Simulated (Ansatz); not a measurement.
# Molecular dynamics, with input and output: Si2NH6SCl (part 1 of 5)

System: Si2NH6SCl.
Method: RKS B3LYP-D4/STO-3G (Ansatz 0.2.0).

It belongs to a series of runs on one base structure; here: dynamics from the start. Figures and captions count atoms from 1; the log counts them from 0 in places.

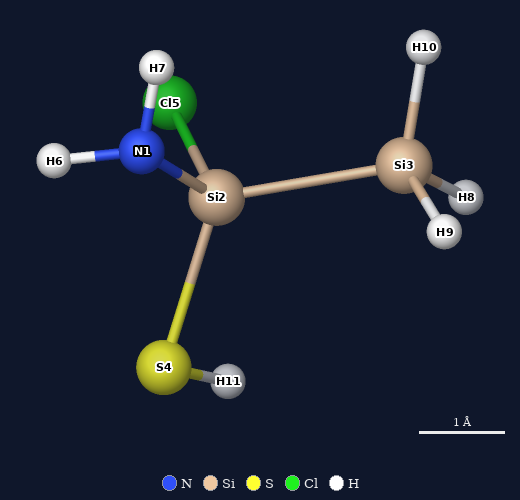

The input geometry (ball-and-stick view, seen at a tilt; atoms are numbered from 1 in the order of the input). Bond lengths as drawn: Cl–Si 2.16 Å, H–N 1.04 to 1.05 Å, H–S 1.36 Å, H–Si 1.44 Å, N–Si 1.74 Å, Si–Si 2.27 Å and S–Si 2.13 Å.

**Results in brief**

- outcome: finished
- mean temperature over the second half: 168 K
- trajectory: 400 steps, 100 fs
- ensemble: nvt_nose_hoover
- temperature in the input: 300.0 K
- time step: 0.25 fs
- potential energy (last step): −40245.3187 eV
- mean-field energy (last step): −40244.7399 eV
- largest force (length of the vector) (last step): 2.431 eV/Å
- hardware: 1 thread of Arm Neoverse V1, 24 GiB of memory available, shared host
- wall time: 14 min
- peak memory: 0.11 GiB

So short a trajectory is not equilibrated. The temperature stays far from the 300 K of the thermostat over the second half: the run isn't equilibrated.

**Input**
```yaml
crystal:
  periodic: [false, false, false]
  atoms:
    - { symbol: "N", position_ang: [-1.236595, 1.420693, 0.024271] }
    - { symbol: Si, position_ang: [-0.31638, 0.024925, -0.473767] }
    - { symbol: Si, position_ang: [1.281605, -0.431161, 1.075911] }
    - { symbol: S, position_ang: [-1.776132, -1.47855, -0.85802] }
    - { symbol: Cl, position_ang: [0.736398, 0.407204, -2.32395] }
    - { symbol: H, position_ang: [-1.980579, 1.720138, -0.645724] }
    - { symbol: H, position_ang: [-0.667455, 2.269807, 0.238958] }
    - { symbol: H, position_ang: [2.095446, -1.537769, 0.631028] }
    - { symbol: H, position_ang: [0.65797, -0.784692, 2.330433] }
    - { symbol: H, position_ang: [2.122871, 0.725856, 1.278491] }
    - { symbol: H, position_ang: [-0.85165, -2.393552, -1.256931] }
basis:
  gaussian: { orbitals: STO-3G }
hamiltonian:
  xc: b3lyp
  dispersion: d4
md:
  timestep: 0.25
  n_steps: 400
  ensemble: nvt_nose_hoover
  temperature: 300.0
  initial_velocities: maxwell_boltzmann
  seed: 74033
scf:
  lower_state_search: "off"
```

Launched with:
```bash
ansatz run input.yaml --threads 1 --pin off --max-ram 2048MiB --backend cpu --events-out ev --progress --plain --runs-dir out
```

**What the program printed**
```
Engine: ansatz 0.2.0, aarch64-unknown-linux-gnu
Functional definition: B3LYP
  parameter a0 = 0.2
  parameter ax = 0.72
  parameter ac = 0.81
  exchange = (1 - a0 - ax)*slater_x + ax*b88_x + a0*exact_x
  correlation = (1 - ac)*vwn_rpa_c + ac*lyp_c
these checks for a lower state are left out or cut short: stability, starts, cluster_reference, orbital_swaps, neighbouring_geometries, increment
609 factors; integrals over basis functions are off by at most 1.3e-5 eV
mean field evaluation 1: about -40241.3577 eV, gradient 3.0e1 eV
mean field evaluation 2: about -40240.9841 eV, gradient 3.4e1 eV
mean field evaluation 4: about -40244.9181 eV, gradient 1.0e0 eV
mean field evaluation 8: about -40244.8986 eV, gradient 6.4e-3 eV
mean field -40244.89863977 eV, -1478.9727460394 hartree, gradient 3.2e-6 eV, S^2 0.000000; 0 other end points of the search recorded, 0 dependent functions left out
the calculation of the forces begins
reference -40244.89885634 eV, -1478.9727539984 hartree; 37, 37 occupied and 10, 10 virtual orbitals, 609 factors
md step     0: t =     0.00 fs  T =   300.0 K  F+E_penalty+E_count = -40245.47654226 eV  E_kin = 0.349002 eV  conserved = -40245.12754026 eV  (12 SCF iters)
these checks for a lower state are left out or cut short: stability, starts, cluster_reference, orbital_swaps, neighbouring_geometries, increment
609 factors; integrals over basis functions are off by at most 1.3e-5 eV
mean field evaluation 16: about -40244.8964 eV, gradient 2.5e-1 eV
mean field -40244.89679851 eV, -1478.9726783746 hartree, gradient 3.9e-6 eV, S^2 0.000000; 0 other end points of the search recorded, 0 dependent functions left out
the calculation of the forces begins
reference -40244.89701494 eV, -1478.9726863282 hartree; 37, 37 occupied and 10, 10 virtual orbitals, 609 factors
md step     1: t =     0.25 fs  T =   298.5 K  F+E_penalty+E_count = -40245.47483410 eV  E_kin = 0.347297 eV  conserved = -40245.12753716 eV  (12 SCF iters)
[... from here on the SCF iterations and repeated set-up lines of each step are left out, up to the last step ...]
md step     2: t =     0.50 fs  T =   294.0 K  F+E_penalty+E_count = -40245.46958080 eV  E_kin = 0.342061 eV  conserved = -40245.12752023 eV  (12 SCF iters)
md step     3: t =     0.75 fs  T =   286.7 K  F+E_penalty+E_count = -40245.46106423 eV  E_kin = 0.333574 eV  conserved = -40245.12749072 eV  (12 SCF iters)
md step     4: t =     1.00 fs  T =   277.1 K  F+E_penalty+E_count = -40245.44976467 eV  E_kin = 0.322314 eV  conserved = -40245.12745111 eV  (12 SCF iters)
md step     5: t =     1.25 fs  T =   265.5 K  F+E_penalty+E_count = -40245.43632119 eV  E_kin = 0.308917 eV  conserved = -40245.12740481 eV  (12 SCF iters)
md step     6: t =     1.50 fs  T =   252.8 K  F+E_penalty+E_count = -40245.42147745 eV  E_kin = 0.294124 eV  conserved = -40245.12735579 eV  (12 SCF iters)
md step     7: t =     1.75 fs  T =   239.6 K  F+E_penalty+E_count = -40245.40601837 eV  E_kin = 0.278714 eV  conserved = -40245.12730822 eV  (12 SCF iters)
md step     8: t =     2.00 fs  T =   226.5 K  F+E_penalty+E_count = -40245.39070468 eV  E_kin = 0.263445 eV  conserved = -40245.12726583 eV  (12 SCF iters)
md step     9: t =     2.25 fs  T =   214.0 K  F+E_penalty+E_count = -40245.37621268 eV  E_kin = 0.248989 eV  conserved = -40245.12723178 eV  (12 SCF iters)
md step    10: t =     2.50 fs  T =   202.8 K  F+E_penalty+E_count = -40245.36308487 eV  E_kin = 0.235889 eV  conserved = -40245.12720817 eV  (12 SCF iters)
md step    11: t =     2.75 fs  T =   193.0 K  F+E_penalty+E_count = -40245.35169651 eV  E_kin = 0.224517 eV  conserved = -40245.12719596 eV  (12 SCF iters)
md step    12: t =     3.00 fs  T =   184.9 K  F+E_penalty+E_count = -40245.34224080 eV  E_kin = 0.215067 eV  conserved = -40245.12719504 eV  (12 SCF iters)
md step    13: t =     3.25 fs  T =   178.4 K  F+E_penalty+E_count = -40245.33473224 eV  E_kin = 0.207555 eV  conserved = -40245.12720382 eV  (12 SCF iters)
md step    14: t =     3.50 fs  T =   173.5 K  F+E_penalty+E_count = -40245.32902871 eV  E_kin = 0.201842 eV  conserved = -40245.12722024 eV  (12 SCF iters)
md step    15: t =     3.75 fs  T =   169.9 K  F+E_penalty+E_count = -40245.32486597 eV  E_kin = 0.197666 eV  conserved = -40245.12724146 eV  (12 SCF iters)
md step    16: t =     4.00 fs  T =   167.4 K  F+E_penalty+E_count = -40245.32190279 eV  E_kin = 0.194688 eV  conserved = -40245.12726449 eV  (12 SCF iters)
md step    17: t =     4.25 fs  T =   165.5 K  F+E_penalty+E_count = -40245.31976997 eV  E_kin = 0.192543 eV  conserved = -40245.12728625 eV  (12 SCF iters)
md step    18: t =     4.50 fs  T =   164.1 K  F+E_penalty+E_count = -40245.31811918 eV  E_kin = 0.190885 eV  conserved = -40245.12730398 eV  (12 SCF iters)
md step    19: t =     4.75 fs  T =   162.8 K  F+E_penalty+E_count = -40245.31666608 eV  E_kin = 0.189432 eV  conserved = -40245.12731564 eV  (12 SCF iters)
md step    20: t =     5.00 fs  T =   161.6 K  F+E_penalty+E_count = -40245.31522298 eV  E_kin = 0.187997 eV  conserved = -40245.12732001 eV  (12 SCF iters)
md step    21: t =     5.25 fs  T =   160.3 K  F+E_penalty+E_count = -40245.31371738 eV  E_kin = 0.186508 eV  conserved = -40245.12731679 eV  (12 SCF iters)
md step    22: t =     5.50 fs  T =   159.0 K  F+E_penalty+E_count = -40245.31219442 eV  E_kin = 0.185009 eV  conserved = -40245.12730729 eV  (12 SCF iters)
md step    23: t =     5.75 fs  T =   157.9 K  F+E_penalty+E_count = -40245.31080014 eV  E_kin = 0.183644 eV  conserved = -40245.12729361 eV  (12 SCF iters)
md step    24: t =     6.00 fs  T =   157.0 K  F+E_penalty+E_count = -40245.30974870 eV  E_kin = 0.182624 eV  conserved = -40245.12727821 eV  (12 SCF iters)
md step    25: t =     6.25 fs  T =   156.6 K  F+E_penalty+E_count = -40245.30927832 eV  E_kin = 0.182185 eV  conserved = -40245.12726451 eV  (12 SCF iters)
md step    26: t =     6.50 fs  T =   156.9 K  F+E_penalty+E_count = -40245.30959935 eV  E_kin = 0.182533 eV  conserved = -40245.12725567 eV  (12 SCF iters)
md step    27: t =     6.75 fs  T =   158.0 K  F+E_penalty+E_count = -40245.31084533 eV  E_kin = 0.183800 eV  conserved = -40245.12725415 eV  (12 SCF iters)
md step    28: t =     7.00 fs  T =   159.9 K  F+E_penalty+E_count = -40245.31303475 eV  E_kin = 0.186003 eV  conserved = -40245.12726125 eV  (12 SCF iters)
md step    29: t =     7.25 fs  T =   162.5 K  F+E_penalty+E_count = -40245.31605120 eV  E_kin = 0.189027 eV  conserved = -40245.12727681 eV  (12 SCF iters)
md step    30: t =     7.50 fs  T =   165.6 K  F+E_penalty+E_count = -40245.31964598 eV  E_kin = 0.192623 eV  conserved = -40245.12729925 eV  (12 SCF iters)
md step    31: t =     7.75 fs  T =   168.9 K  F+E_penalty+E_count = -40245.32346306 eV  E_kin = 0.196439 eV  conserved = -40245.12732531 eV  (12 SCF iters)
md step    32: t =     8.00 fs  T =   172.0 K  F+E_penalty+E_count = -40245.32708461 eV  E_kin = 0.200061 eV  conserved = -40245.12735228 eV  (12 SCF iters)
md step    33: t =     8.25 fs  T =   174.6 K  F+E_penalty+E_count = -40245.33008334 eV  E_kin = 0.203064 eV  conserved = -40245.12737621 eV  (11 SCF iters)
md step    34: t =     8.50 fs  T =   176.3 K  F+E_penalty+E_count = -40245.33207994 eV  E_kin = 0.205073 eV  conserved = -40245.12739406 eV  (12 SCF iters)
md step    35: t =     8.75 fs  T =   176.9 K  F+E_penalty+E_count = -40245.33279046 eV  E_kin = 0.205805 eV  conserved = -40245.12740377 eV  (12 SCF iters)
md step    36: t =     9.00 fs  T =   176.3 K  F+E_penalty+E_count = -40245.33205866 eV  E_kin = 0.205104 eV  conserved = -40245.12740457 eV  (12 SCF iters)
md step    37: t =     9.25 fs  T =   174.5 K  F+E_penalty+E_count = -40245.32986860 eV  E_kin = 0.202955 eV  conserved = -40245.12739698 eV  (12 SCF iters)
md step    38: t =     9.50 fs  T =   171.5 K  F+E_penalty+E_count = -40245.32633710 eV  E_kin = 0.199472 eV  conserved = -40245.12738262 eV  (11 SCF iters)
md step    39: t =     9.75 fs  T =   167.5 K  F+E_penalty+E_count = -40245.32168852 eV  E_kin = 0.194876 eV  conserved = -40245.12736392 eV  (11 SCF iters)
md step    40: t =    10.00 fs  T =   162.9 K  F+E_penalty+E_count = -40245.31621729 eV  E_kin = 0.189459 eV  conserved = -40245.12734359 eV  (11 SCF iters)
md step    41: t =    10.25 fs  T =   157.8 K  F+E_penalty+E_count = -40245.31024469 eV  E_kin = 0.183540 eV  conserved = -40245.12732434 eV  (11 SCF iters)
md step    42: t =    10.50 fs  T =   152.5 K  F+E_penalty+E_count = -40245.30407665 eV  E_kin = 0.177422 eV  conserved = -40245.12730846 eV  (11 SCF iters)
md step    43: t =    10.75 fs  T =   147.3 K  F+E_penalty+E_count = -40245.29796821 eV  E_kin = 0.171359 eV  conserved = -40245.12729759 eV  (12 SCF iters)
md step    44: t =    11.00 fs  T =   142.3 K  F+E_penalty+E_count = -40245.29209884 eV  E_kin = 0.165529 eV  conserved = -40245.12729207 eV  (12 SCF iters)
md step    45: t =    11.25 fs  T =   137.6 K  F+E_penalty+E_count = -40245.28656206 eV  E_kin = 0.160027 eV  conserved = -40245.12729187 eV  (12 SCF iters)
md step    46: t =    11.50 fs  T =   133.1 K  F+E_penalty+E_count = -40245.28136709 eV  E_kin = 0.154862 eV  conserved = -40245.12729612 eV  (12 SCF iters)
md step    47: t =    11.75 fs  T =   128.9 K  F+E_penalty+E_count = -40245.27645265 eV  E_kin = 0.149974 eV  conserved = -40245.12730331 eV  (12 SCF iters)
md step    48: t =    12.00 fs  T =   124.9 K  F+E_penalty+E_count = -40245.27170954 eV  E_kin = 0.145256 eV  conserved = -40245.12731179 eV  (12 SCF iters)
md step    49: t =    12.25 fs  T =   120.8 K  F+E_penalty+E_count = -40245.26700821 eV  E_kin = 0.140581 eV  conserved = -40245.12731964 eV  (12 SCF iters)
md step    50: t =    12.50 fs  T =   116.8 K  F+E_penalty+E_count = -40245.26222906 eV  E_kin = 0.135830 eV  conserved = -40245.12732551 eV  (12 SCF iters)
md step    51: t =    12.75 fs  T =   112.5 K  F+E_penalty+E_count = -40245.25728928 eV  E_kin = 0.130923 eV  conserved = -40245.12732702 eV  (12 SCF iters)
md step    52: t =    13.00 fs  T =   108.2 K  F+E_penalty+E_count = -40245.25217034 eV  E_kin = 0.125841 eV  conserved = -40245.12732336 eV  (12 SCF iters)
md step    53: t =    13.25 fs  T =   103.7 K  F+E_penalty+E_count = -40245.24693586 eV  E_kin = 0.120649 eV  conserved = -40245.12731384 eV  (12 SCF iters)
md step    54: t =    13.50 fs  T =    99.3 K  F+E_penalty+E_count = -40245.24174368 eV  E_kin = 0.115505 eV  conserved = -40245.12729825 eV  (12 SCF iters)
md step    55: t =    13.75 fs  T =    95.1 K  F+E_penalty+E_count = -40245.23684861 eV  E_kin = 0.110664 eV  conserved = -40245.12727706 eV  (11 SCF iters)
md step    56: t =    14.00 fs  T =    91.5 K  F+E_penalty+E_count = -40245.23259439 eV  E_kin = 0.106467 eV  conserved = -40245.12725149 eV  (11 SCF iters)
md step    57: t =    14.25 fs  T =    88.8 K  F+E_penalty+E_count = -40245.22939358 eV  E_kin = 0.103326 eV  conserved = -40245.12722353 eV  (11 SCF iters)
md step    58: t =    14.50 fs  T =    87.4 K  F+E_penalty+E_count = -40245.22769536 eV  E_kin = 0.101687 eV  conserved = -40245.12719588 eV  (12 SCF iters)
md step    59: t =    14.75 fs  T =    87.7 K  F+E_penalty+E_count = -40245.22794192 eV  E_kin = 0.101991 eV  conserved = -40245.12717183 eV  (12 SCF iters)
md step    60: t =    15.00 fs  T =    89.9 K  F+E_penalty+E_count = -40245.23051660 eV  E_kin = 0.104616 eV  conserved = -40245.12715476 eV  (12 SCF iters)
md step    61: t =    15.25 fs  T =    94.4 K  F+E_penalty+E_count = -40245.23568939 eV  E_kin = 0.109832 eV  conserved = -40245.12714800 eV  (12 SCF iters)
md step    62: t =    15.50 fs  T =   101.2 K  F+E_penalty+E_count = -40245.24356603 eV  E_kin = 0.117743 eV  conserved = -40245.12715387 eV  (12 SCF iters)
md step    63: t =    15.75 fs  T =   110.2 K  F+E_penalty+E_count = -40245.25405029 eV  E_kin = 0.128251 eV  conserved = -40245.12717361 eV  (12 SCF iters)
md step    64: t =    16.00 fs  T =   121.2 K  F+E_penalty+E_count = -40245.26682594 eV  E_kin = 0.141042 eV  conserved = -40245.12720679 eV  (12 SCF iters)
md step    65: t =    16.25 fs  T =   133.7 K  F+E_penalty+E_count = -40245.28136447 eV  E_kin = 0.155592 eV  conserved = -40245.12725120 eV  (12 SCF iters)
md step    66: t =    16.50 fs  T =   147.2 K  F+E_penalty+E_count = -40245.29695978 eV  E_kin = 0.171197 eV  conserved = -40245.12730268 eV  (12 SCF iters)
md step    67: t =    16.75 fs  T =   160.8 K  F+E_penalty+E_count = -40245.31278904 eV  E_kin = 0.187041 eV  conserved = -40245.12735719 eV  (11 SCF iters)
md step    68: t =    17.00 fs  T =   173.9 K  F+E_penalty+E_count = -40245.32798630 eV  E_kin = 0.202263 eV  conserved = -40245.12740907 eV  (12 SCF iters)
md step    69: t =    17.25 fs  T =   185.7 K  F+E_penalty+E_count = -40245.34172666 eV  E_kin = 0.216042 eV  conserved = -40245.12745342 eV  (12 SCF iters)
md step    70: t =    17.50 fs  T =   195.7 K  F+E_penalty+E_count = -40245.35330292 eV  E_kin = 0.227674 eV  conserved = -40245.12748633 eV  (12 SCF iters)
md step    71: t =    17.75 fs  T =   203.4 K  F+E_penalty+E_count = -40245.36218710 eV  E_kin = 0.236633 eV  conserved = -40245.12750540 eV  (12 SCF iters)
md step    72: t =    18.00 fs  T =   208.5 K  F+E_penalty+E_count = -40245.36806865 eV  E_kin = 0.242609 eV  conserved = -40245.12750994 eV  (12 SCF iters)
md step    73: t =    18.25 fs  T =   211.0 K  F+E_penalty+E_count = -40245.37086601 eV  E_kin = 0.245516 eV  conserved = -40245.12750090 eV  (12 SCF iters)
md step    74: t =    18.50 fs  T =   211.0 K  F+E_penalty+E_count = -40245.37071253 eV  E_kin = 0.245485 eV  conserved = -40245.12748077 eV  (12 SCF iters)
md step    75: t =    18.75 fs  T =   208.7 K  F+E_penalty+E_count = -40245.36791997 eV  E_kin = 0.242824 eV  conserved = -40245.12745220 eV  (12 SCF iters)
md step    76: t =    19.00 fs  T =   204.6 K  F+E_penalty+E_count = -40245.36293039 eV  E_kin = 0.237970 eV  conserved = -40245.12741935 eV  (12 SCF iters)
md step    77: t =    19.25 fs  T =   198.9 K  F+E_penalty+E_count = -40245.35625815 eV  E_kin = 0.231433 eV  conserved = -40245.12738550 eV  (11 SCF iters)
md step    78: t =    19.50 fs  T =   192.3 K  F+E_penalty+E_count = -40245.34843621 eV  E_kin = 0.223742 eV  conserved = -40245.12735351 eV  (11 SCF iters)
md step    79: t =    19.75 fs  T =   185.2 K  F+E_penalty+E_count = -40245.33996947 eV  E_kin = 0.215399 eV  conserved = -40245.12732559 eV  (11 SCF iters)
md step    80: t =    20.00 fs  T =   177.8 K  F+E_penalty+E_count = -40245.33129991 eV  E_kin = 0.206846 eV  conserved = -40245.12730303 eV  (11 SCF iters)
md step    81: t =    20.25 fs  T =   170.6 K  F+E_penalty+E_count = -40245.32278552 eV  E_kin = 0.198440 eV  conserved = -40245.12728627 eV  (11 SCF iters)
md step    82: t =    20.50 fs  T =   163.7 K  F+E_penalty+E_count = -40245.31469248 eV  E_kin = 0.190446 eV  conserved = -40245.12727499 eV  (11 SCF iters)
md step    83: t =    20.75 fs  T =   157.3 K  F+E_penalty+E_count = -40245.30719875 eV  E_kin = 0.183045 eV  conserved = -40245.12726857 eV  (11 SCF iters)
md step    84: t =    21.00 fs  T =   151.6 K  F+E_penalty+E_count = -40245.30040572 eV  E_kin = 0.176339 eV  conserved = -40245.12726584 eV  (11 SCF iters)
md step    85: t =    21.25 fs  T =   146.5 K  F+E_penalty+E_count = -40245.29435618 eV  E_kin = 0.170372 eV  conserved = -40245.12726549 eV  (11 SCF iters)
md step    86: t =    21.50 fs  T =   142.0 K  F+E_penalty+E_count = -40245.28905500 eV  E_kin = 0.165151 eV  conserved = -40245.12726586 eV  (11 SCF iters)
md step    87: t =    21.75 fs  T =   138.1 K  F+E_penalty+E_count = -40245.28449267 eV  E_kin = 0.160667 eV  conserved = -40245.12726659 eV  (11 SCF iters)
md step    88: t =    22.00 fs  T =   134.9 K  F+E_penalty+E_count = -40245.28066374 eV  E_kin = 0.156917 eV  conserved = -40245.12726566 eV  (11 SCF iters)
md step    89: t =    22.25 fs  T =   132.3 K  F+E_penalty+E_count = -40245.27758819 eV  E_kin = 0.153923 eV  conserved = -40245.12726225 eV  (11 SCF iters)
md step    90: t =    22.50 fs  T =   130.4 K  F+E_penalty+E_count = -40245.27532462 eV  E_kin = 0.151744 eV  conserved = -40245.12725603 eV  (11 SCF iters)
md step    91: t =    22.75 fs  T =   129.4 K  F+E_penalty+E_count = -40245.27397700 eV  E_kin = 0.150483 eV  conserved = -40245.12724711 eV  (11 SCF iters)
md step    92: t =    23.00 fs  T =   129.2 K  F+E_penalty+E_count = -40245.27369234 eV  E_kin = 0.150288 eV  conserved = -40245.12723636 eV  (11 SCF iters)
md step    93: t =    23.25 fs  T =   130.1 K  F+E_penalty+E_count = -40245.27464660 eV  E_kin = 0.151333 eV  conserved = -40245.12722511 eV  (11 SCF iters)
md step    94: t =    23.50 fs  T =   132.2 K  F+E_penalty+E_count = -40245.27702063 eV  E_kin = 0.153798 eV  conserved = -40245.12721617 eV  (11 SCF iters)
md step    95: t =    23.75 fs  T =   135.7 K  F+E_penalty+E_count = -40245.28096307 eV  E_kin = 0.157831 eV  conserved = -40245.12721118 eV  (11 SCF iters)
md step    96: t =    24.00 fs  T =   140.6 K  F+E_penalty+E_count = -40245.28655405 eV  E_kin = 0.163508 eV  conserved = -40245.12721358 eV  (11 SCF iters)
md step    97: t =    24.25 fs  T =   146.8 K  F+E_penalty+E_count = -40245.29376348 eV  E_kin = 0.170801 eV  conserved = -40245.12722379 eV  (11 SCF iters)
md step    98: t =    24.50 fs  T =   154.3 K  F+E_penalty+E_count = -40245.30242827 eV  E_kin = 0.179545 eV  conserved = -40245.12724295 eV  (11 SCF iters)
md step    99: t =    24.75 fs  T =   162.8 K  F+E_penalty+E_count = -40245.31224131 eV  E_kin = 0.189437 eV  conserved = -40245.12727040 eV  (11 SCF iters)
md step   100: t =    25.00 fs  T =   172.0 K  F+E_penalty+E_count = -40245.32276580 eV  E_kin = 0.200041 eV  conserved = -40245.12730363 eV  (12 SCF iters)
md step   101: t =    25.25 fs  T =   181.2 K  F+E_penalty+E_count = -40245.33347357 eV  E_kin = 0.210833 eV  conserved = -40245.12733901 eV  (12 SCF iters)
md step   102: t =    25.50 fs  T =   190.2 K  F+E_penalty+E_count = -40245.34380158 eV  E_kin = 0.221255 eV  conserved = -40245.12737247 eV  (12 SCF iters)
md step   103: t =    25.75 fs  T =   198.4 K  F+E_penalty+E_count = -40245.35321731 eV  E_kin = 0.230778 eV  conserved = -40245.12739970 eV  (12 SCF iters)
md step   104: t =    26.00 fs  T =   205.4 K  F+E_penalty+E_count = -40245.36128284 eV  E_kin = 0.238966 eV  conserved = -40245.12741776 eV  (12 SCF iters)
md step   105: t =    26.25 fs  T =   211.1 K  F+E_penalty+E_count = -40245.36770321 eV  E_kin = 0.245525 eV  conserved = -40245.12742495 eV  (11 SCF iters)
md step   106: t =    26.50 fs  T =   215.2 K  F+E_penalty+E_count = -40245.37235284 eV  E_kin = 0.250329 eV  conserved = -40245.12742143 eV  (12 SCF iters)
md step   107: t =    26.75 fs  T =   217.8 K  F+E_penalty+E_count = -40245.37527427 eV  E_kin = 0.253417 eV  conserved = -40245.12740899 eV  (12 SCF iters)
md step   108: t =    27.00 fs  T =   219.2 K  F+E_penalty+E_count = -40245.37665158 eV  E_kin = 0.254969 eV  conserved = -40245.12739065 eV  (12 SCF iters)
md step   109: t =    27.25 fs  T =   219.4 K  F+E_penalty+E_count = -40245.37676424 eV  E_kin = 0.255260 eV  conserved = -40245.12736989 eV  (12 SCF iters)
md step   110: t =    27.50 fs  T =   218.9 K  F+E_penalty+E_count = -40245.37593181 eV  E_kin = 0.254605 eV  conserved = -40245.12735054 eV  (12 SCF iters)
md step   111: t =    27.75 fs  T =   217.7 K  F+E_penalty+E_count = -40245.37445788 eV  E_kin = 0.253306 eV  conserved = -40245.12733535 eV  (12 SCF iters)
md step   112: t =    28.00 fs  T =   216.3 K  F+E_penalty+E_count = -40245.37258505 eV  E_kin = 0.251601 eV  conserved = -40245.12732617 eV  (12 SCF iters)
```
